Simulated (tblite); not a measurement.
## Molecular dynamics of C4H4O (part 2 of 2)

The same run, continued: C4H4O, SMILES Cc1cc1=O; GFN2-xTB Langevin dynamics, gas phase (tblite 0.8.0). It belongs to a series of runs on one base structure; here: constitutional isomer.

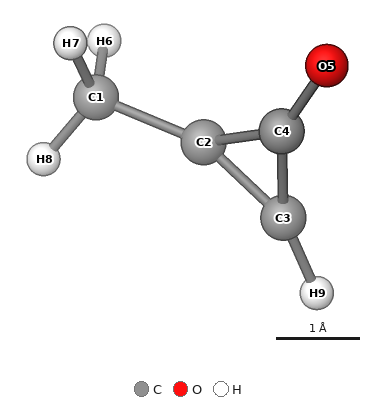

**Figure 1.** The geometry at step 31 of the log (ball-and-stick view, seen at a tilt; atoms are numbered from 1 in the order of the input).

**Trajectory as extended XYZ, continued**
```
9
Properties=species:S:1:pos:R:3:forces:R:3 step=22 time_fs=550.0 energy=-395.85307 temperature=530.8
C    -1.7044   -1.1147   -0.0401    0.6246   1.6625   3.5433
C    -0.3692   -0.4624   -0.1765    1.5808   0.8377  -0.9209
C     0.8520   -0.6821   -0.8121   -1.7029  -1.4993   0.5599
C     0.6578    0.5800   -0.1642   -1.0210  -3.4362  -0.8980
O     1.2212    1.5591    0.0992    0.6700   2.9334   1.0159
H    -2.4789   -0.6412    0.6337    0.9041   0.5712  -0.8680
H    -1.5512   -1.9917    0.5398    0.3160  -1.4134  -0.2641
H    -2.0872   -1.2135   -0.9747   -1.1016  -0.7567  -2.4493
H     1.3405   -1.5514   -1.2891   -0.2700   1.1009   0.2812
9
Properties=species:S:1:pos:R:3:forces:R:3 step=23 time_fs=575.0 energy=-395.81619 temperature=761.5
C    -1.7607   -0.9337    0.0301   -0.8808  -1.8906  -1.7979
C    -0.4557   -0.3699   -0.0534    2.3472  -0.1435  -0.7084
C     0.6233   -0.6326   -0.8688   -0.9604  -1.3587   0.0168
C     0.7166    0.4971   -0.1130    0.3351   3.7152   1.3788
O     1.1832    1.5807    0.1804   -0.5242  -1.8198  -0.2213
H    -2.4611   -0.2885    0.4156   -1.6578   1.9401   0.6598
H    -1.9165   -1.8120    0.7001    0.7503   0.1110  -0.9145
H    -2.0152   -1.1417   -1.1037    0.0040  -0.2256   2.1714
H     0.9024   -1.3404   -1.5881    0.5865  -0.3280  -0.5847
9
Properties=species:S:1:pos:R:3:forces:R:3 step=24 time_fs=600.0 energy=-396.12098 temperature=911.9
C    -1.8585   -0.6311    0.3569   -0.7535  -2.5329  -1.8910
C    -0.4957   -0.3750   -0.1260    0.8663   0.9633   1.5046
C     0.5774   -0.6171   -0.8970    0.1565   0.7403   0.2227
C     0.6859    0.5144   -0.0085   -1.2448  -1.0874  -1.0543
O     1.2368    1.5256    0.3126   -0.0337  -0.2111   0.3519
H    -2.3361    0.2949    0.4596   -0.6521   1.2406   0.6759
H    -1.9863   -1.2942    1.2544    0.5405   0.8596  -0.7690
H    -2.4550   -1.1641   -0.4995    0.9284   0.5588   1.2958
H     0.9402   -1.1229   -1.7460    0.1925  -0.5311  -0.3365
9
Properties=species:S:1:pos:R:3:forces:R:3 step=25 time_fs=625.0 energy=-395.91092 temperature=511.0
C    -1.8203   -0.3717    0.5567   -1.4066  -0.5788   0.7628
C    -0.5255   -0.2188   -0.0882   -1.9950   0.1477   0.3243
C     0.5168   -0.5155   -0.8646    1.4794  -2.0915  -1.3832
C     0.6088    0.6115   -0.0247    1.4674   1.5748   1.0641
O     1.2270    1.4948    0.5206   -0.3668  -0.4644  -0.6713
H    -2.4172    0.6431    0.4833    1.1940  -2.0246   0.6427
H    -1.5040   -0.7299    1.5920   -0.6776   1.2218  -0.6828
H    -2.5114   -1.2356    0.2740    0.9199   1.1512  -0.4439
H     0.9862   -1.3449   -1.4374   -0.6148   1.0639   0.3874
9
Properties=species:S:1:pos:R:3:forces:R:3 step=26 time_fs=650.0 energy=-395.80552 temperature=471.2
C    -1.8724   -0.2884    0.5860   -0.8291   1.2846  -0.9303
C    -0.5699   -0.0605   -0.0636    1.4765  -1.2746   0.0395
C     0.5302   -0.5800   -0.7424   -1.6465   1.8675   1.6348
C     0.7284    0.5644    0.1020   -2.2770  -1.5568  -1.3309
O     1.2199    1.4935    0.6145    1.9668   1.6009   0.8237
H    -2.6042    0.5981    0.2213    1.5574  -1.7798   1.5257
H    -1.6885   -0.4840    1.6574   -0.2381   1.2815  -0.2463
H    -2.3364   -1.2093    0.3193   -0.4569  -0.7363  -0.9417
H     0.8151   -1.3305   -1.4039    0.4467  -0.6870  -0.5745
9
Properties=species:S:1:pos:R:3:forces:R:3 step=27 time_fs=675.0 energy=-395.98725 temperature=780.2
C    -2.0126   -0.3196    0.4412    1.5001   0.9845  -0.3761
C    -0.5542   -0.0196    0.1702   -1.5526  -1.1521  -0.0946
C     0.5135   -0.4908   -0.5235   -0.6583  -1.2048  -0.5631
C     0.6423    0.7182    0.2020    3.5421   1.3916   1.7226
O     1.5238    1.4286    0.6772   -2.3838  -0.5865  -0.9159
H    -2.4858    0.5094   -0.0657   -0.6746   0.1871   0.3242
H    -2.2593   -0.4378    1.4697    0.0762   0.8718   1.0012
H    -2.3838   -1.2349    0.0654    0.1819  -1.0112  -1.1799
H     0.8447   -1.3626   -1.0702   -0.0309   0.5196   0.0817
9
Properties=species:S:1:pos:R:3:forces:R:3 step=28 time_fs=700.0 energy=-395.63422 temperature=511.7
C    -2.0891   -0.1210    0.3052    2.6622  -3.1433   2.6593
C    -0.6098    0.1703    0.3425   -0.8323  -0.5734  -0.2210
C     0.3860   -0.4315   -0.3178    2.4825  -2.1275  -1.8234
C     0.7954    0.6714    0.4606   -2.5560  -1.8260  -1.3656
O     1.5362    1.5031    0.7905    1.4490   1.7396   1.1368
H    -2.5360    0.4981   -0.2990   -2.3622   3.7743  -3.0102
H    -2.5196   -0.1102    1.2781   -0.2932   0.3810   0.8948
H    -2.3332   -1.1142   -0.0948    0.6693  -0.1269   0.0091
H     0.7946   -1.2743   -1.0545   -1.2193   1.9021   1.7202
9
Properties=species:S:1:pos:R:3:forces:R:3 step=29 time_fs=725.0 energy=-396.16423 temperature=739.7
C    -2.0980    0.2042    0.3185   -1.4012  -2.4339   0.2115
C    -0.6387    0.2113    0.3361   -1.6147  -0.2913  -0.8158
C     0.3509   -0.3828   -0.3632    0.6224   1.0768   0.7232
C     0.6333    0.7563    0.4914    2.6880   1.2167   1.0783
O     1.4426    1.5223    0.9973   -1.6232  -1.3682  -1.0237
H    -2.5247    0.9631   -0.3153    0.1235   0.4529  -0.0306
H    -2.5585    0.2570    1.3283    0.3942   0.1706  -0.5992
H    -2.4692   -0.8172   -0.1528    0.7128   1.7339   0.8586
H     0.6747   -1.0640   -1.0878    0.0982  -0.5574  -0.4025
9
Properties=species:S:1:pos:R:3:forces:R:3 step=30 time_fs=750.0 energy=-396.11069 temperature=740.0
C    -2.1780    0.4715    0.4963   -0.6606   1.3149  -2.3544
C    -0.7605    0.2338    0.1938   -0.2680   2.0849   0.9066
C     0.3369   -0.2860   -0.3584    0.4364   0.3247   0.2309
C     0.5309    0.8591    0.4949   -1.4724  -2.1136  -0.8679
O     1.2416    1.5776    1.1065    0.7218   0.9908   0.4674
H    -2.5977    1.3912   -0.1397    1.1762  -1.4754   1.1554
H    -2.2529    0.7714    1.5165   -0.3300  -0.0963   0.6208
H    -2.8408   -0.3225    0.1670    0.0407  -0.3481   0.4541
H     0.6610   -1.0888   -0.9417    0.3559  -0.6819  -0.6129
9
Properties=species:S:1:pos:R:3:forces:R:3 step=31 time_fs=775.0 energy=-395.77286 temperature=439.7
C    -2.2225    0.7544    0.5109   -1.0629   1.6569  -2.8235
C    -0.8516    0.5217    0.0979   -0.7881  -0.1005   1.4020
C     0.2186   -0.1445   -0.3586    0.3465  -2.7867  -2.8085
C     0.4479    0.8374    0.5950    0.4983   2.0229  -0.3782
O     1.1074    1.7167    1.0638    0.7585  -0.2136   0.8325
H    -2.7366    1.4787   -0.2706    1.0715  -0.7717   1.2532
H    -2.2189    1.2917    1.4501   -0.4050  -0.4762   0.1775
H    -2.8357   -0.1086    0.3226   -0.2358  -0.5359   0.8687
H     0.4645   -0.9167   -1.1651   -0.1830   1.2047   1.4763
9
Properties=species:S:1:pos:R:3:forces:R:3 step=32 time_fs=800.0 energy=-395.90517 temperature=613.4
C    -2.4497    0.8902    0.3641    1.0041   1.6483  -1.8209
C    -0.9903    0.6794    0.2723   -0.0226   0.2970  -1.1440
C    -0.0140   -0.0297   -0.3594    0.1912   2.2153   1.6583
C     0.3516    1.1711    0.4273    0.3410  -1.2383   1.9246
O     1.1162    1.7425    1.1961   -1.0246  -0.5765  -2.0723
H    -2.7382    1.5339   -0.5224    0.5310  -0.1387   0.5666
H    -2.6339    1.5407    1.2016   -0.6264  -0.5928   0.5489
H    -2.9925    0.0200    0.0980   -0.5944  -0.9420   0.9417
H     0.2654   -0.9209   -0.8190    0.2006  -0.6723  -0.6030
9
Properties=species:S:1:pos:R:3:forces:R:3 step=33 time_fs=825.0 energy=-395.81195 temperature=391.4
C    -2.5987    1.0346    0.2447    2.0278  -0.1391   0.8554
C    -1.1012    0.9173    0.2801    0.1795  -0.2351   0.4085
C    -0.1794    0.0817   -0.2551    0.7213   1.9863   1.7847
C     0.2501    1.0923    0.7808   -0.2760  -0.3148  -2.8582
O     1.2187    1.7398    1.0935   -1.0966  -0.5766   0.7237
H    -2.9919    1.6831   -0.4657   -0.1626   1.3599  -1.5137
H    -2.9446    1.4184    1.1811   -0.3829  -0.3883   0.7072
H    -2.8689    0.0597   -0.0643   -0.9418  -0.9851   0.2981
H     0.1537   -0.5187   -1.0431   -0.0687  -0.7071  -0.4056
9
Properties=species:S:1:pos:R:3:forces:R:3 step=34 time_fs=850.0 energy=-395.99154 temperature=637.0
C    -2.6193    1.1620    0.2382    0.9056   0.3769  -1.2839
C    -1.1572    0.8971    0.3121   -1.7061   2.2301   0.1666
C    -0.2738    0.1455   -0.3045    1.2872  -2.7583  -0.9794
C     0.2513    1.1705    0.5371    0.0451  -0.3979   1.6303
O     1.0877    1.6207    1.2819   -0.6084  -0.0955  -1.2767
H    -2.7569    1.9166   -0.5947    0.0905  -1.0083   0.4398
H    -2.9544    1.7139    1.0812   -0.5563  -0.1947   0.9505
H    -3.1079    0.2000   -0.0079   -0.1152   0.8372   0.3428
H    -0.3201   -0.8508   -0.7777    0.6575   1.0107   0.0100
9
Properties=species:S:1:pos:R:3:forces:R:3 step=35 time_fs=875.0 energy=-396.03415 temperature=688.9
C    -2.5997    1.4398    0.4456   -1.8114   0.3374  -1.1462
C    -1.2723    0.9501    0.2360    2.6917  -0.5062   1.0109
C    -0.3011    0.1713   -0.3382   -0.7321   1.2540   1.2351
C     0.1103    1.0570    0.7074   -3.4280  -1.7455  -3.0179
O     0.9772    1.5518    1.2898    2.8579   1.7703   2.4460
H    -2.7962    2.0020   -0.5277   -0.4750  -0.7593   0.9621
H    -2.6888    2.2211    1.2358    0.1405  -0.9638  -0.2944
H    -3.3270    0.5560    0.5826    0.8017   1.5572  -0.2376
H    -0.0051   -0.5172   -1.0500   -0.0451  -0.9440  -0.9581
9
Properties=species:S:1:pos:R:3:forces:R:3 step=36 time_fs=900.0 energy=-396.15415 temperature=678.9
C    -2.6419    1.5955    0.5775    0.9555   1.8813   1.5836
C    -1.3244    1.0368    0.3423   -0.9382  -0.4969  -0.6477
C    -0.5144    0.2433   -0.4017    0.0360  -1.2239  -0.7393
C     0.0402    0.9863    0.6455    3.0442   1.8973   2.6218
O     0.9190    1.4509    1.3673   -1.2126  -1.1912  -1.4756
H    -3.1144    1.7900   -0.3350   -1.1250  -0.2363  -1.2324
H    -2.4603    2.6444    1.0204   -0.3988  -1.4216  -0.1524
H    -3.2031    0.9896    1.2886   -0.0634   0.1445  -0.2631
H    -0.3623   -0.5459   -1.1355   -0.2977   0.6467   0.3051
9
Properties=species:S:1:pos:R:3:forces:R:3 step=37 time_fs=925.0 energy=-395.97108 temperature=412.5
C    -2.7703    1.6651    0.7074    1.8166   2.3008  -0.7610
C    -1.4545    1.1709    0.3467    3.2954  -1.0585  -0.9281
C    -0.6680    0.3209   -0.4206   -1.5179   1.6538   0.9437
C     0.0226    1.1244    0.5651   -2.8008  -0.9413  -0.8265
O     0.9680    1.4120    1.2131    0.6455   0.2556   0.1079
H    -3.5484    1.5134    0.0345   -1.2554  -1.0937  -0.9412
H    -2.6881    2.7685    0.7318    0.0509  -0.1301   0.3466
H    -2.8505    1.3316    1.6782   -1.0712  -0.6704   2.0787
H    -0.9748   -0.2828   -1.2510    0.8368  -0.3162  -0.0202
9
Properties=species:S:1:pos:R:3:forces:R:3 step=38 time_fs=950.0 energy=-396.18065 temperature=491.0
C    -2.7285    1.8404    0.7967    0.2742  -2.2796  -1.1502
C    -1.3936    1.2877    0.3854   -3.3408   0.8378   0.1162
C    -0.7634    0.4122   -0.4169   -0.0469  -0.9290  -0.2624
C    -0.0517    1.1041    0.5968    2.9010   0.4871  -0.0930
O     1.0360    1.3890    1.0020    0.1086   0.0512   0.6939
H    -3.5384    1.2401    0.2982    0.6390   0.2738   0.6653
H    -2.8948    2.8224    0.4694    0.1841   1.4135  -0.1790
H    -2.7452    1.7465    1.8614   -0.3729   0.1444   0.5738
H    -0.7369   -0.3868   -1.1102   -0.3463   0.0009  -0.3646
9
Properties=species:S:1:pos:R:3:forces:R:3 step=39 time_fs=975.0 energy=-396.10685 temperature=317.0
C    -2.7522    1.9923    0.7468   -0.6243   0.6178  -0.9083
C    -1.4180    1.3709    0.4887   -0.3758  -0.5859  -1.0909
C    -0.8819    0.4017   -0.3315    0.3214   0.3472  -0.4142
C     0.0325    1.1980    0.4473   -2.6954  -1.0478  -0.1355
O     1.0552    1.4285    0.9736    1.6552   0.4932   0.3144
H    -3.5822    1.4486    0.1654    1.1314   0.3884   1.1808
H    -2.7753    3.0265    0.2603    0.3171  -1.0703   0.7992
H    -2.9850    2.1226    1.8376    0.2281  -0.2821  -1.1464
H    -1.0170   -0.3534   -1.1608    0.0424   1.1394   1.4009
9
Properties=species:S:1:pos:R:3:forces:R:3 step=40 time_fs=1000.0 energy=-396.05572 temperature=299.3
C    -2.7057    2.1009    0.6417   -1.1858   0.3900   0.2218
C    -1.4553    1.3700    0.3838   -1.3036   1.3262   0.8392
C    -0.8353    0.5077   -0.4170    0.4764  -0.1852   0.4664
C    -0.0749    1.2694    0.6070    3.6629   0.2138  -1.3543
O     1.1038    1.5733    0.8338   -3.3578  -0.7106   0.2278
H    -3.6213    1.5845    0.1923    1.3175   0.6793   0.4499
H    -2.6443    3.1573    0.2747    0.0557  -0.9375  -0.1114
H    -2.8916    2.2471    1.7227    0.1540  -0.3859  -0.3747
H    -1.0583   -0.1327   -1.2239    0.1807  -0.3900  -0.3647
```

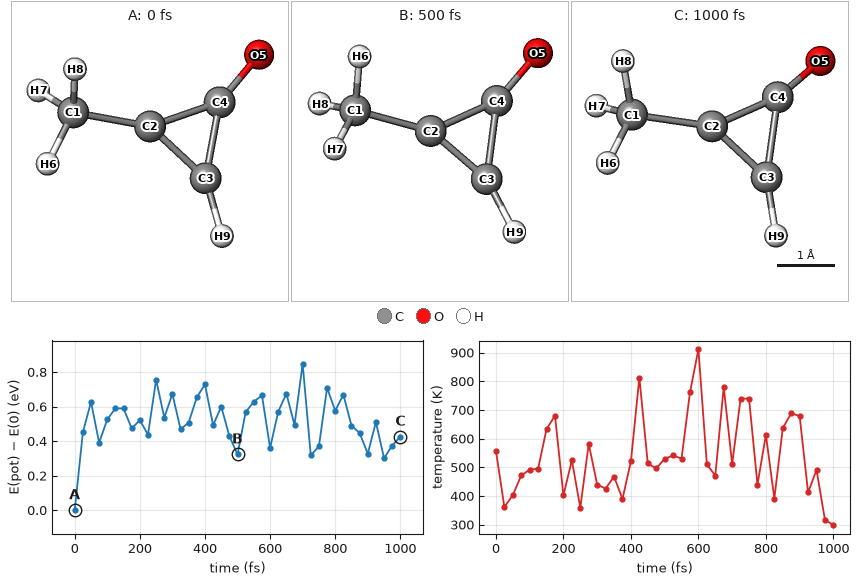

**Figure 2.** Frames of the molecular dynamics (ball-and-stick, seen at a tilt) above the curves, on which the letters mark them. The trajectory kept here has 41 frames over 1000 fs. The temperature starts at 558 K, ranges from 299 to 912 K and averages 571 K over the second half. The potential energy ends 0.426 eV above its first value. After an unweighted best fit of the last frame on the first, the root-mean-square displacement is 0.14 Å.

The run was set up as follows.

**The input**
```
{"job": {"kind": "md", "xc": "GFN2-xTB", "basis": "xTB", "temperature": 600, "steps": 2000, "every": 50}, "charge": 0, "multiplicity": 1}
C     -1.338338    -0.008890    -0.001949
C      0.127292     0.015362    -0.002316
C      1.265344    -0.718381     0.001519
C      1.385231     0.703490    -0.008063
O      2.035903     1.704535    -0.015737
H     -1.721743    -1.028323     0.004636
H     -1.709335     0.514753    -0.883057
H     -1.709415     0.525948     0.872342
H      1.678622    -1.702500     0.007445
```

The first line tells a small driver script what to run in tblite; the rest is the geometry in Å.

Run as:
```bash
OMP_NUM_THREADS=1 python <driver script> task.json out
```

**Results in brief**

- outcome: finished
- mean temperature over the second half: 571 K
- trajectory: 41 frames kept, 1000 fs
- hardware: 1 CPU thread, shared host
- wall time: 4.4 s
- peak memory: 0.18 GiB
